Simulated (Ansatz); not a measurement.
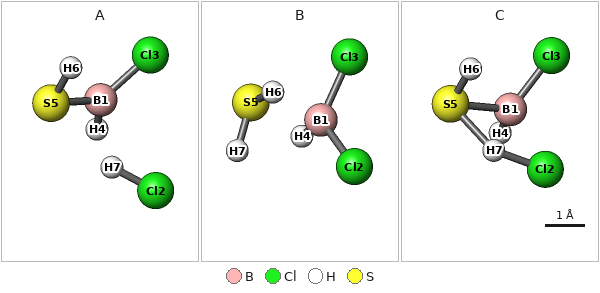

3 geometries from a converged minimum-energy path of BH3SCl2, shuffled. The picture is a ball-and-stick view, seen from a free direction.

Computed with RKS PBE/def2-SVP (Ansatz 0.2.0). Run with 5 movable images; climbing image; force threshold 0.03 eV/Å; iteration limit 60; starting path through a guess of the saddle point.

### Which frame is the top of the path?

C. In order along the path, whose images run from 0 to 6: B (image 0, 0.00 eV), C (image 3, +0.61 eV), A (image 5, +0.17 eV). Breaking: B1–Cl2 (1.82 → 2.19 at the top → 3.66 Å), S5–H7 (1.37 → 1.74 at the top → 2.52 Å). Forming: B1–S5 (2.18 → 1.95 at the top → 1.80 Å), Cl2–H7 (3.13 → 1.50 at the top → 1.31 Å).

The run took 54 s on 2 threads of Intel(R) Xeon(R) Platinum 8259CL CPU @ 2.50GHz (Skylake/Cascade Lake), on a shared host, peak memory 0.14 GiB.
